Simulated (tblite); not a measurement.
## Geometry relaxation of C4H10GeN (part 2 of 2)

The same run, continued: C4H10GeN, multiplicity 2; GFN2-xTB geometry optimisation, gas phase (tblite 0.8.0). It belongs to a series of runs on one base structure; here: X = H replaced by N-pyrrolidinyl.

Geometry of the input (Å):
```
Ge 2.2906  -0.3701  -0.4957
N  0.7292  -0.3997  0.5180
C  0.1757  0.8958  0.7643
C  -0.9936  1.0460  -0.2168
C  -1.4800  -0.3813  -0.3182
C  -0.3005  -1.2530  -0.0168
H  2.8791  1.0423  -0.6651
H  3.2962  -1.4149  -0.0003
H  0.9012  1.7244  0.6467
H  -0.2767  0.8602  1.7933
H  -1.7975  1.6606  0.2437
H  -0.6943  1.4818  -1.1683
H  -1.8464  -0.5513  -1.3602
H  -2.2821  -0.6117  0.4020
H  -0.5894  -1.9566  0.7950
H  -0.0193  -1.7636  -0.9331
```

### Trajectory as extended XYZ, continued
```
16
Properties=species:S:1:pos:R:3:forces:R:3 step=33 energy=-503.12083
Ge    2.3675   -0.2080   -0.8076    0.0060   0.1240   0.0010
N     0.8086   -0.2740    0.2007   -0.0210   0.0490   0.0920
C     0.1802    0.9402    0.6347   -0.0060   0.0820   0.0390
C    -1.0923    1.0513   -0.2107    0.0920   0.1230   0.1180
C    -1.5211   -0.4180   -0.3401   -0.0820   0.2300  -0.0360
C    -0.2561   -1.2225    0.0254   -0.0590   0.0330  -0.0540
H     3.0035    0.8301    0.1854    0.1240  -0.0170  -0.0530
H     3.0268   -1.5228   -0.2596   -0.0700  -0.0700   0.0290
H     0.8666    1.7807    0.5273   -0.0430   0.0240  -0.0030
H    -0.0870    0.8410    1.6978    0.0170   0.0310  -0.0570
H    -1.8477    1.6709    0.2717   -0.0110  -0.0440  -0.0200
H    -0.8550    1.5021   -1.1790    0.0040  -0.1650   0.0460
H    -1.8718   -0.6368   -1.3461    0.0040  -0.0740  -0.0240
H    -2.3294   -0.6243    0.3601   -0.0120  -0.1060  -0.0270
H    -0.4207   -1.7573    0.9694    0.0530  -0.0630  -0.0290
H     0.0203   -1.9434   -0.7405    0.0030  -0.1560  -0.0220
16
Properties=species:S:1:pos:R:3:forces:R:3 step=35 energy=-503.13218
Ge    2.3764   -0.1696   -0.7975    0.0350   0.0010   0.0300
N     0.8103   -0.2593    0.1994   -0.0360   0.1430   0.0580
C     0.1800    0.9598    0.6239   -0.0730   0.0830   0.0360
C    -1.1051    1.0519   -0.2015    0.0170   0.0290  -0.0110
C    -1.5202   -0.4199   -0.3362    0.0020   0.0700  -0.0420
C    -0.2498   -1.2154    0.0271    0.0450   0.0770  -0.0170
H     3.0525    0.7486    0.2799    0.0980   0.0380  -0.0480
H     2.9787   -1.5490   -0.3389   -0.0860  -0.0460  -0.0070
H     0.8486    1.8119    0.4897   -0.0050  -0.0440   0.0110
H    -0.0745    0.8813    1.6880    0.0300  -0.0030   0.0620
H    -1.8765    1.6542    0.2766    0.0580   0.0060   0.0190
H    -0.8782    1.4956   -1.1733   -0.0180  -0.0860  -0.0120
H    -1.8457   -0.6497   -1.3461   -0.0930  -0.0190  -0.0770
H    -2.3318   -0.6470    0.3543    0.0040  -0.0670  -0.0440
H    -0.4074   -1.7410    0.9755    0.0520  -0.1100   0.0150
H     0.0351   -1.9436   -0.7325   -0.0300  -0.0730   0.0280
16
Properties=species:S:1:pos:R:3:forces:R:3 step=38 energy=-503.13984
Ge    2.3775   -0.1575   -0.7883   -0.0240  -0.0340   0.0490
N     0.8082   -0.2416    0.2169    0.0180  -0.0260  -0.0590
C     0.1708    0.9781    0.6289    0.0040  -0.0310   0.0170
C    -1.1116    1.0544   -0.1957   -0.0770  -0.0740  -0.0590
C    -1.5194   -0.4167   -0.3394    0.0380  -0.1640  -0.0030
C    -0.2439   -1.2062    0.0287    0.0320  -0.0370   0.0320
H     3.0927    0.7091    0.3027    0.0820   0.0640  -0.0200
H     2.9530   -1.5642   -0.3751   -0.0990  -0.0270  -0.0060
H     0.8371    1.8253    0.4737    0.0340   0.0460   0.0340
H    -0.0708    0.9127    1.6954   -0.0110   0.0070   0.0870
H    -1.8882    1.6469    0.2795    0.0000   0.0810   0.0290
H    -0.8875    1.4828   -1.1710    0.0020   0.0480  -0.0760
H    -1.8384   -0.6559   -1.3528   -0.0510   0.0580   0.0090
H    -2.3308   -0.6653    0.3451    0.0060  -0.0030  -0.0440
H    -0.4000   -1.7531    0.9698    0.0390   0.0220  -0.0310
H     0.0437   -1.9398   -0.7299    0.0050   0.0710   0.0420
16
Properties=species:S:1:pos:R:3:forces:R:3 step=40 energy=-503.14461
Ge    2.3795   -0.1557   -0.7808   -0.0370   0.0000  -0.0120
N     0.8088   -0.2360    0.2183    0.0070  -0.0330  -0.0040
C     0.1669    0.9815    0.6325    0.0170  -0.0240   0.0000
C    -1.1171    1.0503   -0.1970    0.0310   0.0100   0.0190
C    -1.5169   -0.4243   -0.3409   -0.0320   0.0220  -0.0020
C    -0.2394   -1.2045    0.0298   -0.0170  -0.0370   0.0020
H     3.1139    0.7096    0.2999    0.0550   0.0360  -0.0050
H     2.9332   -1.5695   -0.3805   -0.0690  -0.0480   0.0180
H     0.8344    1.8298    0.4740   -0.0250   0.0110   0.0410
H    -0.0702    0.9193    1.7037   -0.0150  -0.0010  -0.0310
H    -1.8884    1.6512    0.2817    0.0090   0.0000  -0.0400
H    -0.8873    1.4764   -1.1746   -0.0290   0.0310   0.0000
H    -1.8410   -0.6516   -1.3557   -0.0030   0.0020   0.0110
H    -2.3297   -0.6738    0.3394   -0.0170  -0.0220   0.0010
H    -0.3954   -1.7561    0.9662    0.0370   0.0300   0.0390
H     0.0410   -1.9377   -0.7275    0.0890   0.0240  -0.0360
16
Properties=species:S:1:pos:R:3:forces:R:3 step=42 energy=-503.14682
Ge    2.3823   -0.1450   -0.7725    0.0180  -0.0120  -0.0170
N     0.8095   -0.2287    0.2172   -0.0120  -0.0040   0.0290
C     0.1650    0.9880    0.6310   -0.0040  -0.0120  -0.0120
C    -1.1225    1.0487   -0.1960    0.0390   0.0180   0.0100
C    -1.5164   -0.4288   -0.3415   -0.0110   0.0520   0.0120
C    -0.2349   -1.2027    0.0310   -0.0060   0.0050  -0.0100
H     3.1419    0.6915    0.3249    0.0030  -0.0100  -0.0340
H     2.9024   -1.5838   -0.4053   -0.0590  -0.0160   0.0190
H     0.8277    1.8407    0.4672   -0.0390  -0.0260   0.0350
H    -0.0667    0.9323    1.7045   -0.0220  -0.0180  -0.0550
H    -1.8942    1.6500    0.2829    0.0140  -0.0280  -0.0450
H    -0.8970    1.4739   -1.1764   -0.0290   0.0230   0.0380
H    -1.8385   -0.6529   -1.3574    0.0150  -0.0120   0.0020
H    -2.3309   -0.6861    0.3337   -0.0100  -0.0060   0.0220
H    -0.3848   -1.7515    0.9694    0.0160   0.0210   0.0460
H     0.0494   -1.9364   -0.7242    0.0880   0.0250  -0.0400
16
Properties=species:S:1:pos:R:3:forces:R:3 step=44 energy=-503.14904
Ge    2.3808   -0.1462   -0.7685    0.0160   0.0070  -0.0410
N     0.8091   -0.2275    0.2225    0.0060   0.0350   0.0260
C     0.1632    0.9888    0.6327   -0.0170   0.0110  -0.0090
C    -1.1222    1.0481   -0.1953   -0.0130  -0.0030  -0.0190
C    -1.5170   -0.4294   -0.3414    0.0290   0.0020   0.0150
C    -0.2336   -1.2034    0.0313    0.0320   0.0400  -0.0150
H     3.1595    0.6881    0.3202   -0.0220  -0.0340  -0.0290
H     2.8823   -1.5910   -0.4092   -0.0350  -0.0260   0.0290
H     0.8219    1.8438    0.4719    0.0020  -0.0100   0.0040
H    -0.0698    0.9383    1.7048   -0.0400  -0.0450  -0.0080
H    -1.8946    1.6502    0.2785   -0.0200  -0.0160   0.0070
H    -0.9016    1.4751   -1.1754    0.0090   0.0090   0.0160
H    -1.8385   -0.6521   -1.3580    0.0260  -0.0160   0.0010
H    -2.3326   -0.6929    0.3312    0.0130   0.0240   0.0230
H    -0.3784   -1.7518    0.9714   -0.0110   0.0040  -0.0050
H     0.0638   -1.9292   -0.7281    0.0240   0.0180   0.0050
16
Properties=species:S:1:pos:R:3:forces:R:3 step=46 energy=-503.15040
Ge    2.3773   -0.1543   -0.7725   -0.0260   0.0160  -0.0270
N     0.8096   -0.2280    0.2320    0.0230   0.0370  -0.0230
C     0.1605    0.9874    0.6365   -0.0030   0.0260   0.0140
C    -1.1208    1.0478   -0.1958   -0.0270   0.0010  -0.0070
C    -1.5158   -0.4286   -0.3412    0.0220  -0.0250  -0.0010
C    -0.2322   -1.2027    0.0313    0.0380   0.0140   0.0030
H     3.1623    0.6941    0.2975   -0.0140  -0.0290  -0.0120
H     2.8791   -1.5937   -0.3970   -0.0270  -0.0310   0.0280
H     0.8196    1.8410    0.4800    0.0310   0.0320  -0.0050
H    -0.0787    0.9376    1.7065   -0.0410  -0.0490   0.0210
H    -1.8937    1.6503    0.2747   -0.0430  -0.0030   0.0320
H    -0.8995    1.4773   -1.1734    0.0310   0.0040  -0.0260
H    -1.8377   -0.6509   -1.3579    0.0240  -0.0220   0.0110
H    -2.3313   -0.6917    0.3325    0.0270   0.0270   0.0090
H    -0.3797   -1.7568    0.9687   -0.0060   0.0040  -0.0410
H     0.0735   -1.9199   -0.7333   -0.0090  -0.0030   0.0240
16
Properties=species:S:1:pos:R:3:forces:R:3 step=49 energy=-503.15342
Ge    2.3705   -0.1599   -0.7847   -0.0180  -0.0420   0.0350
N     0.8134   -0.2176    0.2403   -0.0180   0.0140  -0.0620
C     0.1545    0.9917    0.6443    0.0010   0.0180   0.0160
C    -1.1233    1.0486   -0.1962    0.0220   0.0260   0.0110
C    -1.5101   -0.4299   -0.3404    0.0070   0.0120  -0.0190
C    -0.2221   -1.1967    0.0307   -0.0070  -0.0170   0.0160
H     3.1791    0.6902    0.2661   -0.0180  -0.0140  -0.0050
H     2.8470   -1.6053   -0.3772   -0.0170   0.0150  -0.0150
H     0.8157    1.8454    0.4934   -0.0140   0.0370   0.0390
H    -0.0984    0.9280    1.7112    0.0010   0.0010   0.0020
H    -1.9014    1.6491    0.2716   -0.0050  -0.0250  -0.0040
H    -0.8934    1.4776   -1.1725    0.0040   0.0050  -0.0160
H    -1.8309   -0.6542   -1.3567    0.0100  -0.0250   0.0040
H    -2.3255   -0.6913    0.3347    0.0450   0.0030  -0.0010
H    -0.3757   -1.7602    0.9608    0.0290   0.0070  -0.0130
H     0.0930   -1.9066   -0.7366   -0.0230  -0.0130   0.0120
16
Properties=species:S:1:pos:R:3:forces:R:3 step=51 energy=-503.15455
Ge    2.3706   -0.1555   -0.7833    0.0320  -0.0490   0.0130
N     0.8139   -0.2087    0.2332   -0.0180   0.0000  -0.0010
C     0.1533    0.9977    0.6438   -0.0090  -0.0080  -0.0100
C    -1.1255    1.0502   -0.1964    0.0130   0.0000  -0.0110
C    -1.5071   -0.4310   -0.3407    0.0160   0.0200  -0.0080
C    -0.2170   -1.1937    0.0309   -0.0160   0.0170  -0.0090
H     3.1890    0.6740    0.2785   -0.0280  -0.0160  -0.0120
H     2.8233   -1.6125   -0.3869   -0.0090   0.0220  -0.0210
H     0.8128    1.8544    0.4938   -0.0450   0.0030   0.0560
H    -0.1003    0.9256    1.7104    0.0160   0.0250  -0.0120
H    -1.9079    1.6449    0.2724    0.0120  -0.0170  -0.0200
H    -0.8964    1.4785   -1.1741   -0.0120   0.0060   0.0150
H    -1.8262   -0.6598   -1.3562    0.0040  -0.0080  -0.0080
H    -2.3216   -0.6940    0.3344    0.0360  -0.0010   0.0050
H    -0.3674   -1.7545    0.9622    0.0290   0.0040   0.0180
H     0.0991   -1.9068   -0.7332   -0.0210   0.0010   0.0050
16
Properties=species:S:1:pos:R:3:forces:R:3 step=53 energy=-503.15553
Ge    2.3727   -0.1564   -0.7804    0.0350  -0.0030  -0.0220
N     0.8138   -0.2013    0.2277    0.0220  -0.0110   0.0420
C     0.1513    1.0025    0.6421   -0.0050  -0.0160  -0.0110
C    -1.1267    1.0514   -0.1980   -0.0140  -0.0160  -0.0170
C    -1.5032   -0.4311   -0.3418    0.0040  -0.0020  -0.0030
C    -0.2132   -1.1905    0.0316    0.0030   0.0210  -0.0140
H     3.1928    0.6584    0.2902   -0.0210  -0.0200  -0.0100
H     2.8048   -1.6197   -0.3996    0.0040  -0.0020  -0.0030
H     0.8069    1.8626    0.4973   -0.0300   0.0020   0.0340
H    -0.1020    0.9267    1.7082    0.0070   0.0180   0.0000
H    -1.9128    1.6386    0.2720   -0.0010   0.0130  -0.0090
H    -0.9016    1.4827   -1.1749   -0.0050   0.0050   0.0070
H    -1.8209   -0.6655   -1.3562   -0.0070   0.0080  -0.0140
H    -2.3146   -0.6955    0.3355    0.0050  -0.0030   0.0050
H    -0.3590   -1.7488    0.9653    0.0200   0.0090   0.0140
H     0.1039   -1.9051   -0.7304   -0.0180  -0.0030   0.0020
16
Properties=species:S:1:pos:R:3:forces:R:3 step=55 energy=-503.15597
Ge    2.3743   -0.1591   -0.7813    0.0040   0.0200  -0.0130
N     0.8154   -0.1982    0.2298    0.0230  -0.0030   0.0150
C     0.1492    1.0042    0.6421    0.0030  -0.0020   0.0090
C    -1.1280    1.0511   -0.1993   -0.0070  -0.0030   0.0000
C    -1.5008   -0.4313   -0.3427   -0.0080  -0.0120  -0.0030
C    -0.2105   -1.1880    0.0320    0.0140  -0.0050   0.0020
H     3.1950    0.6503    0.2909   -0.0080  -0.0180  -0.0060
H     2.7961   -1.6247   -0.4042    0.0120  -0.0120   0.0040
H     0.8013    1.8668    0.5020   -0.0050   0.0140   0.0070
H    -0.1046    0.9298    1.7079   -0.0060  -0.0010   0.0100
H    -1.9157    1.6360    0.2707   -0.0040   0.0180  -0.0030
H    -0.9039    1.4851   -1.1747    0.0030   0.0020  -0.0120
H    -1.8177   -0.6676   -1.3570   -0.0110   0.0070  -0.0060
H    -2.3100   -0.6964    0.3364   -0.0120  -0.0070  -0.0020
H    -0.3546   -1.7470    0.9661    0.0120   0.0140   0.0010
H     0.1069   -1.9019   -0.7301   -0.0080  -0.0120  -0.0030
16
Properties=species:S:1:pos:R:3:forces:R:3 step=57 energy=-503.15616
Ge    2.3751   -0.1585   -0.7833   -0.0070   0.0060   0.0030
N     0.8171   -0.1972    0.2310   -0.0040   0.0070  -0.0100
C     0.1487    1.0046    0.6427   -0.0010   0.0060   0.0090
C    -1.1288    1.0509   -0.1996    0.0070   0.0040   0.0060
C    -1.5005   -0.4319   -0.3432   -0.0010  -0.0030   0.0020
C    -0.2089   -1.1871    0.0320    0.0060  -0.0070   0.0050
H     3.1961    0.6457    0.2912   -0.0010  -0.0080  -0.0040
H     2.7930   -1.6259   -0.4051    0.0110  -0.0050  -0.0030
H     0.7988    1.8691    0.5043   -0.0020   0.0060  -0.0010
H    -0.1051    0.9305    1.7087   -0.0100  -0.0080   0.0040
H    -1.9170    1.6366    0.2698    0.0070   0.0050  -0.0070
H    -0.9042    1.4853   -1.1751    0.0020  -0.0040  -0.0030
H    -1.8177   -0.6680   -1.3578   -0.0050   0.0050   0.0040
H    -2.3096   -0.6975    0.3362   -0.0080  -0.0080  -0.0050
H    -0.3517   -1.7456    0.9665    0.0030   0.0100   0.0020
H     0.1072   -1.9020   -0.7298    0.0020  -0.0050  -0.0020
16
Properties=species:S:1:pos:R:3:forces:R:3 step=60 energy=-503.15625
Ge    2.3753   -0.1568   -0.7838    0.0010  -0.0080  -0.0010
N     0.8172   -0.1958    0.2290   -0.0040   0.0030  -0.0020
C     0.1486    1.0053    0.6431   -0.0040  -0.0020  -0.0040
C    -1.1287    1.0510   -0.1994   -0.0030  -0.0030  -0.0020
C    -1.5006   -0.4324   -0.3430    0.0020   0.0040   0.0040
C    -0.2081   -1.1870    0.0321   -0.0050   0.0090  -0.0020
H     3.1962    0.6410    0.2939    0.0040   0.0020   0.0000
H     2.7923   -1.6258   -0.4073    0.0070   0.0000  -0.0090
H     0.7977    1.8710    0.5048   -0.0040  -0.0050   0.0030
H    -0.1051    0.9291    1.7092   -0.0070  -0.0040  -0.0030
H    -1.9169    1.6375    0.2687    0.0020   0.0030  -0.0010
H    -0.9043    1.4848   -1.1755    0.0050  -0.0080   0.0040
H    -1.8184   -0.6678   -1.3576    0.0030   0.0050   0.0040
H    -2.3105   -0.6988    0.3354    0.0020  -0.0030  -0.0020
H    -0.3493   -1.7429    0.9681   -0.0020   0.0030   0.0040
H     0.1070   -1.9036   -0.7291    0.0030   0.0060   0.0070
16
Properties=species:S:1:pos:R:3:forces:R:3 step=62 energy=-503.15630
Ge    2.3751   -0.1573   -0.7842    0.0020  -0.0050  -0.0030
N     0.8171   -0.1947    0.2285    0.0060  -0.0040   0.0040
C     0.1478    1.0057    0.6435    0.0010  -0.0040  -0.0030
C    -1.1287    1.0508   -0.1994   -0.0070   0.0010  -0.0020
C    -1.5003   -0.4324   -0.3425   -0.0050   0.0030  -0.0020
C    -0.2077   -1.1864    0.0322   -0.0040   0.0050   0.0010
H     3.1969    0.6390    0.2936    0.0050   0.0040   0.0010
H     2.7925   -1.6266   -0.4088    0.0030   0.0010  -0.0080
H     0.7962    1.8717    0.5059    0.0000   0.0000   0.0050
H    -0.1069    0.9284    1.7093   -0.0030  -0.0040  -0.0030
H    -1.9166    1.6380    0.2677   -0.0080   0.0050   0.0040
H    -0.9039    1.4840   -1.1753    0.0070  -0.0060  -0.0040
H    -1.8181   -0.6671   -1.3572    0.0030  -0.0010  -0.0040
H    -2.3105   -0.6999    0.3350    0.0010   0.0010   0.0040
H    -0.3484   -1.7414    0.9689   -0.0020   0.0000   0.0020
H     0.1078   -1.9030   -0.7286    0.0010   0.0030   0.0070
16
Properties=species:S:1:pos:R:3:forces:R:3 step=64 energy=-503.15634
Ge    2.3751   -0.1583   -0.7848    0.0000   0.0020   0.0000
N     0.8172   -0.1943    0.2288    0.0030  -0.0030   0.0020
C     0.1472    1.0055    0.6439    0.0020   0.0010   0.0010
C    -1.1291    1.0508   -0.1994   -0.0010   0.0050   0.0000
C    -1.5004   -0.4322   -0.3424   -0.0050  -0.0010  -0.0030
C    -0.2077   -1.1857    0.0324    0.0000  -0.0040   0.0050
H     3.1976    0.6392    0.2919    0.0040   0.0020  -0.0010
H     2.7935   -1.6274   -0.4094    0.0000   0.0010  -0.0060
H     0.7952    1.8719    0.5074    0.0030   0.0040   0.0050
H    -0.1087    0.9274    1.7093    0.0010  -0.0050   0.0000
H    -1.9166    1.6389    0.2672   -0.0060   0.0020   0.0010
H    -0.9028    1.4828   -1.1754    0.0030   0.0000  -0.0070
H    -1.8177   -0.6664   -1.3571    0.0010  -0.0040  -0.0070
H    -2.3103   -0.7005    0.3350   -0.0020   0.0030   0.0050
H    -0.3483   -1.7405    0.9692   -0.0030  -0.0010   0.0020
H     0.1082   -1.9023   -0.7280    0.0010  -0.0020   0.0020
```

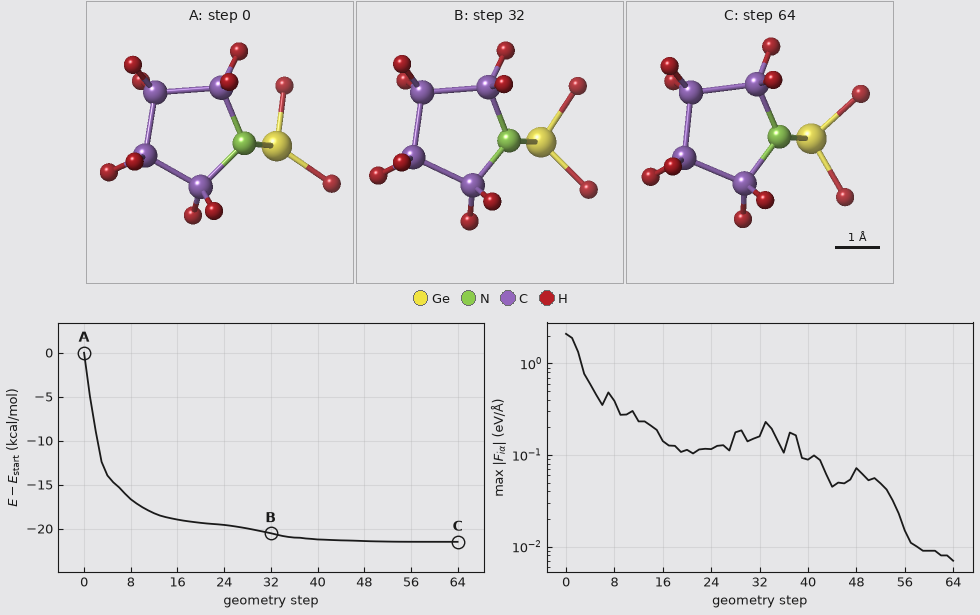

Figure 1. Frames of the relaxation (ball-and-stick view, seen at a tilt) above the curves, on which the letters mark them (steps are counted from 0).

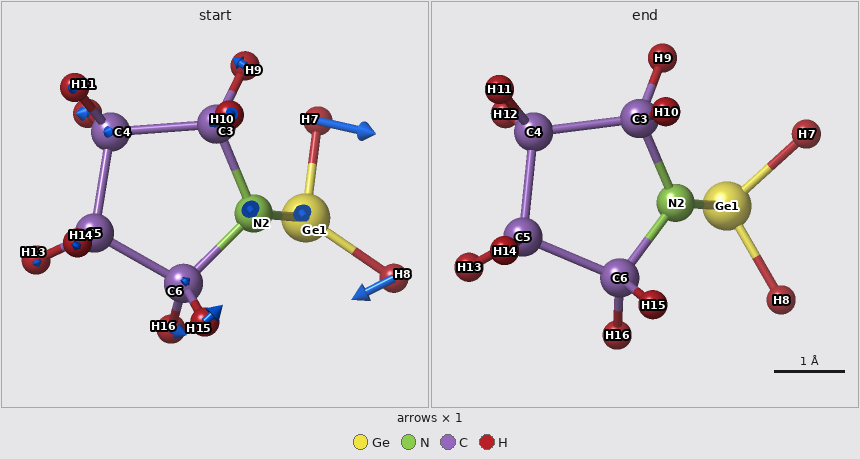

Figure 2. Before (left) and after (right) the relaxation, at one scale (ball-and-stick view, seen at a tilt). The blue arrows give the displacements, at true length. The energy falls by 21.5 kcal/mol in 64 geometry steps. Largest force component: 2.1 eV/Å at the start, 0.007 eV/Å at the end. H7 moves most after the best rigid fit: 1.08 Å. Largest moves by element: H 1.08 Å, Ge 0.38 Å, N 0.37 Å, C 0.16 Å. Distances before and after: C5–C6 1.497 → 1.543 Å, Ge1–H8 1.532 → 1.573 Å, Ge1–H7 1.539 → 1.572 Å, C5–H13 1.118 → 1.089 Å. Among the angles that change: N2–Ge1–H7 113.3° → 94.3°, N2–Ge1–H8 111.3° → 94.3°, H7–Ge1–H8 114.2° → 99.9°. (Atoms are counted from 1 in the order of the input.)

### Summary

- outcome: converged
- total energy: −503.1563 eV
- hardware: 1 CPU thread, shared host
- peak memory: 0.18 GiB
